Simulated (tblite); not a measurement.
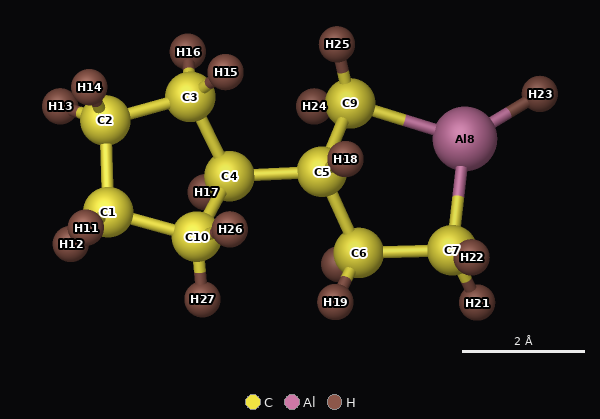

The structure (ball-and-stick view, seen at a tilt; atoms are numbered from 1 in the order of the input). Sticks mark near contacts. Bond lengths as drawn: Al–C 1.99 Å, Al–H 1.54 Å, C–C 1.53 to 1.55 Å and C–H 1.09 to 1.10 Å.

**Run report: C9H17Al, frequency calculation**

C9H17Al, computed with GFN2-xTB harmonic vibrations, gas phase (tblite 0.8.0).

It belongs to a series of runs on one base structure; here: H on C replaced by cPent.

**Input**
```
{"job": {"kind": "ir", "xc": "GFN2-xTB", "basis": "xTB"}, "charge": 0, "multiplicity": 1}
C      2.777627    -0.052630    -1.025647
C      2.951745     0.363371     0.446059
C      1.534023     0.518768     1.012180
C      0.625334    -0.254584     0.049200
C     -0.849186     0.145876     0.152912
C     -1.723652    -0.647328    -0.840009
C     -3.183566    -0.138753    -0.824365
Al    -3.337046     0.080531     1.152330
C     -1.395816    -0.047786     1.588177
C      1.276470     0.040821    -1.305624
H      3.353975     0.580217    -1.699371
H      3.115870    -1.079798    -1.167349
H      3.502608    -0.400799     0.994614
H      3.510311     1.294667     0.533015
H      1.241296     1.570850     1.007457
H      1.467002     0.151934     2.034953
H      0.713373    -1.326826     0.256925
H     -0.937506     1.208589    -0.111227
H     -1.299596    -0.577252    -1.843848
H     -1.702487    -1.700810    -0.543822
H     -3.826802    -0.846623    -1.357772
H     -3.237340     0.796468    -1.398339
H     -4.565149     0.291513     2.060131
H     -1.067781    -1.029108     1.957826
H     -0.945660     0.686654     2.262863
H      1.011337     1.052427    -1.619562
H      0.970723    -0.653966    -2.085998
```

The first line tells a small driver script what to run in tblite; the rest is the geometry in Å.

Run on 1 CPU thread, shared host.

Run as:
```bash
OMP_NUM_THREADS=1 python <driver script> task.json out
```

**Log**
```
mode    cm-1     km/mol
  1     -37.9      0.00
  2      61.0      0.56
  3      76.8      0.15
  4     131.7      1.22
  5     144.0      0.39
  6     173.8      0.78
  7     261.2     12.95
  8     335.5      9.74
  9     354.8     31.54
 10     368.4      7.99
 11     381.9      2.77
 12     472.4     62.02
 13     496.3    145.49
 14     507.5     49.84
 15     579.8     10.13
 16     619.7     18.88
 17     628.0     10.61
 18     644.1     77.83
 19     709.1    214.90
 20     806.3      2.87
 21     840.5      2.25
 22     866.6     11.95
 23     888.6      2.02
 24     924.6      1.69
 25     968.4      1.00
 26     994.5      2.85
 27     998.3      1.07
 28    1012.1      0.88
 29    1026.5      5.61
 30    1028.1      3.70
 31    1043.5     14.81
 32    1079.0      3.23
 33    1111.3      0.59
 34    1125.3      0.19
 35    1139.9      0.07
 36    1145.4      0.31
 37    1166.1      1.85
 38    1193.2      0.93
 39    1198.9      0.85
 40    1204.7      1.01
 41    1227.9      0.74
 42    1244.9      0.31
 43    1261.6      0.45
 44    1278.2      0.37
 45    1302.9      1.17
 46    1310.8      0.81
 47    1314.1      1.10
 48    1321.1      0.92
 49    1322.2      0.40
 50    1336.4      0.81
 51    1357.5      0.12
 52    1457.7      0.65
 53    1462.5      3.74
 54    1482.9      0.04
 55    1488.3      0.11
 56    1496.2      0.03
 57    1498.9      0.03
 58    1515.8      0.04
 59    1814.7    623.38
 60    2875.2      4.36
 61    2878.0      0.39
 62    2882.3     73.83
 63    2921.2     21.73
 64    2924.1     30.80
 65    2933.4     54.05
 66    2934.8     43.77
 67    2963.2     56.14
 68    2965.5      3.05
 69    2971.9     36.82
 70    2979.5      3.87
 71    2996.6    129.09
 72    2999.9      2.55
 73    3008.1     91.91
 74    3010.5    112.43
 75    3012.5     30.97
```

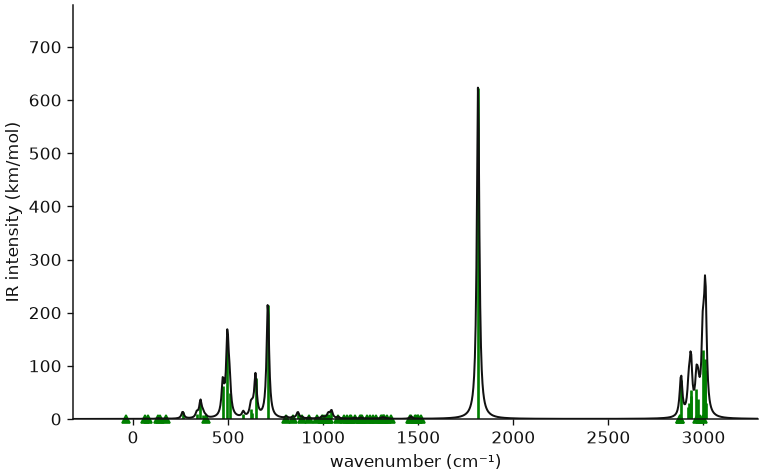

Harmonic infrared spectrum, unscaled: sticks (degenerate modes added up, dark ones marked on the axis) with a Lorentzian envelope of 16 cm⁻¹ full width, scaled to the tallest stick; imaginary modes are drawn at negative wavenumbers. 75 modes from 38i to 3012 cm⁻¹, 1 imaginary beyond 8i (38i cm⁻¹): not a clean minimum; so soft a mode can be a shallow saddle, an incomplete relaxation or noise of the force constants. The strongest line is at 1815 cm⁻¹ (623 km/mol).

**Results in brief**

| quantity | value |
| --- | --- |
| outcome | converged |
| total energy | −788.8909 eV |
| zero-point energy | 146.4730 kcal/mol |
| wall time | 2.8 s |
| peak memory | 0.18 GiB |
